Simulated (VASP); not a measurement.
Band structure of MgTe (wurtzite). Calculation: RPBE GGA, VASP's PBE PAW potentials (set 64) (plane waves; VASP).

Unless said otherwise, spin-orbit coupling is left out, though it shifts the bands of the heavy elements here.

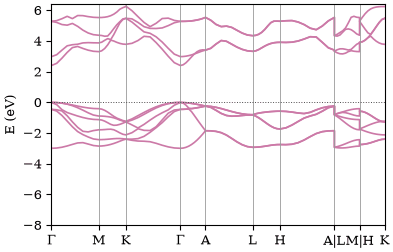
*Bands along high-symmetry lines, zero at the valence-band maximum or, without a gap, the Fermi level*

Question: Read the plot: is there a gap, and where are the band edges?

Answer: The gap is direct, 2.40 eV, from the valence maximum at Γ to the conduction minimum at Γ. (Edges off the drawn lines would not show.)

The compound is MgTe in the wurtzite structure. It was relaxed first, which changed the volume by +8 %.
